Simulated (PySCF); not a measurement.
ClH₇NSi, charge +1, SMILES `[NH4+].[SiH3]Cl`.

Method: BP86/6-31+G*; geometry: GFN2-xTB; program: PySCF. GFN2-xTB bond lengths at metals and heavier atoms can be off by up to 0.1 Å and shapes distorted, which carries into these values.

Coordinates in Å:

```
N1       3.0624   -0.0001    0.0000
H2       1.9967    0.0001   -0.0000
H3       3.3968    0.2726   -0.9281
H4       3.3968   -0.9401    0.2280
H5       3.3968    0.6675    0.7001
Si6     -1.9864   -0.0001    0.0000
Cl7      0.0585    0.0002    0.0000
H8      -2.2696   -0.8340    1.1564
H9      -2.2696   -0.5845   -1.3005
H10     -2.2696    1.4185    0.1441
```

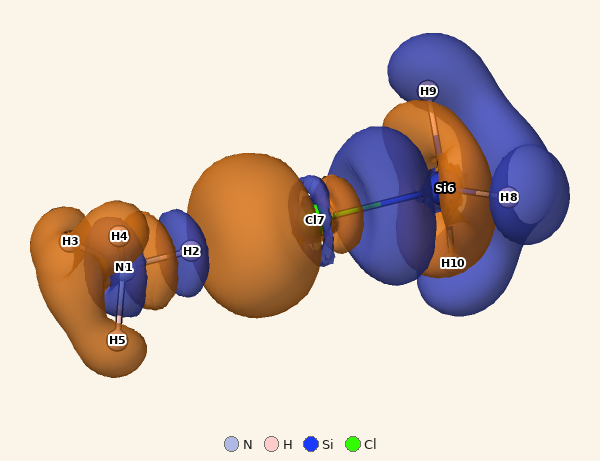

Density of the complex less the densities of the two fragments at the same geometry, ±0.005 e/Å³ (orange: gain, blue: loss). Fragment A: NH4(+1) (atoms 1–5); fragment B: SiH3Cl.

How is the density rearranged on binding?

Answer. Hirshfeld charges show 0.071 e passing from B to A. By Hirshfeld charges, electrons gather most on Cl7 (−0.046 e) and leave Si6 most (+0.059 e); 0.21 e is displaced in all.

What is the interaction energy, and which contacts carry it?

Answer. The counterpoise-corrected interaction energy of the frozen fragments is −10.3 kcal/mol without dispersion correction and −11.9 kcal/mol with D3(BJ). The pair geometry is semi-empirical, not a minimum at this level. Contacts: H2···Cl7, hydrogen bond, 1.94 Å, ρ = 0.040 a.u. The pose is a local one from a semi-empirical search, not shown to be the most stable.

The PySCF run took 24 s on 1 thread of AMD EPYC 7R43 64-Core Processor (Zen 3) (shared host), peak memory 0.34 GiB.
